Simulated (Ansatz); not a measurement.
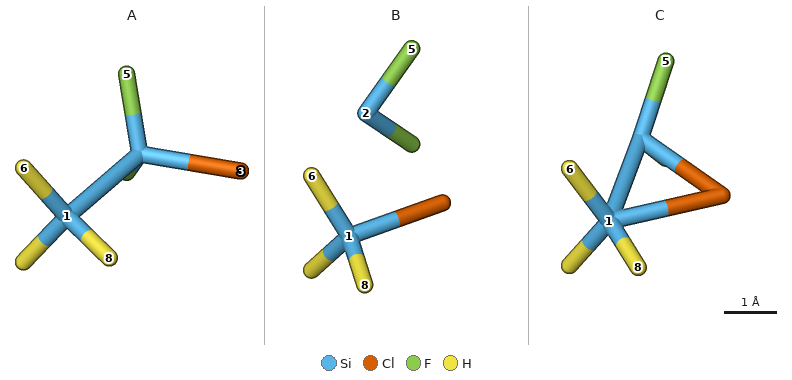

Three geometries of Si2H3ClF2: a saddle point and the two relaxed ends that it joins, in shuffled order. The picture is a stick view, seen from a free direction. Sticks join atoms that are closer than about 1.2 times the sum of their covalent radii (a little more with hydrogen).

Stationary points at PBE0-D4/def2-TZVP, single-point energies with CCSD(T)/CBS (def2-TZVPP where no basis is named; Ansatz 0.2.0). The energies are electronic, without zero-point or thermal terms, and both ends are the relaxed geometries reached downhill from the saddle, with any fragments still in contact. CCSD(T)/CBS stands for a frozen-core estimate: MP2 correlation extrapolated from def2-TZVPP and def2-QZVPP, CCSD(T) minus MP2 from the smaller set.

Question: Identify the saddle point and describe the reaction.

Answer: Frame C is the saddle point. Counted by bonded pieces, A holds Si₂H₃ClF₂ and B holds SiF₂ + SiH₃Cl. From A over the saddle to B, a bond forms: Cl–Si (3.65 → 2.33 → 2.07 Å). Bonds break: Si–Si (2.34 → 2.54 → 3.67 Å), Cl–Si (2.03 → 2.33 → 3.06 Å). The saddle has one imaginary mode, 272i cm⁻¹. The end A keeps a soft imaginary mode of 90i cm⁻¹, so it isn't quite a minimum. With CCSD(T)/CBS the barrier is 49.4 kcal/mol from A and 16.6 kcal/mol from B, and B lies 32.7 kcal/mol above A.
